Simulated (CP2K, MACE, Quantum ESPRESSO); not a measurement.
# Pressure against volume in glassy 71SiO2-29BaO (mol %) (65 atoms), MACE MP-0b3 medium

Density of this cell: 3.44 g/cm³. The cell holds 65 atoms: 17 Si, 7 Ba and 41 O. Cell: a = 10.034 Å, b = 10.034 Å, c = 10.034 Å, α = 90.0°, β = 90.0°, γ = 90.0°. 65 atoms (17 Si, 7 Ba, 41 O) placed at random at 3.34 g/cm³, melted at 4000 K for 10 ps at fixed volume with the Morse and Coulomb pair potential with partial charges (Pedone, Malavasi, Menziani, Cormack and Segre, J. Phys. Chem. B 110, 11780 (2006)). Quenched from 4000 K to 300 K at 100 K/ps and fixed volume, held 10 ps at zero pressure. Then the atoms were relaxed with MACE MP-0b3 medium in the fixed cell. Then the atoms were relaxed with CP2K double zeta, PBE.

Calculated with MACE MP-0b3 medium: MACE MP-0b3 medium, trained on PBE(+U) plane-wave data, no dispersion term. The unchanged cell has V0 = 15.541 Å³ an atom and P0 = 0.919 GPa. It is scaled evenly, and CP2K double zeta, PBE relaxes the atoms at each volume before the single point.

```
volume (Å³/atom)  pressure (GPa)
          14.608           3.355
          15.075           2.162
          16.007         -0.3393
          16.473               ?
```

Task: Fit a second-order expansion in ln V to the rows given and extrapolate to the withheld row.

Worked fit:

To second order in u = ln(V/V0), P = P0 − B u + ½ B B′ u², with B the bulk modulus at V0 and B′ its pressure derivative. So v = (P − P0)/u is a line in u, with intercept −B and slope ½ B B′.

| u | v (GPa) |
| --- | --- |
| -0.0618754 | -39.3662 |
| -0.0304592 | -40.7988 |
| 0.0295588 | -42.5694 |

With n = 3: mean u = -0.0209253, mean v = -40.9115, Σ(u − ū)² = 0.0043165, Σ(u − ū)(v − v̄) = -0.14805. Slope b = -0.14805 / 0.0043165 = -34.299; intercept a = v̄ − b ū = -41.629.

So B = 41.6 GPa and B′ = 2b/B = -1.6. At the withheld volume u = 0.05827, v = a + b u = -43.63 GPa, and P = P0 + u v.

Prediction at 16.473: -1.623 GPa. The run gave -1.463 GPa, so the fit is low by 0.16 GPa (11 % of the value).

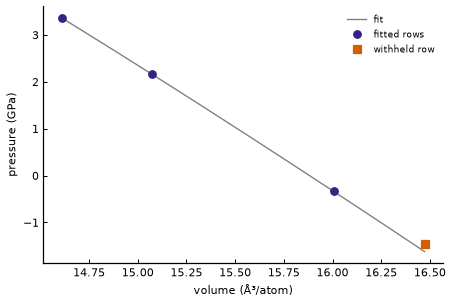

The fit, the rows that it rests on and the withheld row.

B′ = -1.6 rests on three points, and the miss at the fourth puts it in doubt. Among the rows given, the largest miss of the fit is at 14.608, by 0.0087 GPa (0.18 % of the range of the table).

Limits: Static cells at zero temperature, with the cell shape held. The atoms follow CP2K double zeta, PBE, not this level's own minimum.

[Logs are printed without paths, hosts, clocks, repeated set-up lines and the standing remarks that a program may print on its own settings, such as how far it seeks lower states.]

[Hosts, paths, dates, database ids (printed as entryN), source tags and the programs' standing remarks are cut or masked in the printed files.]
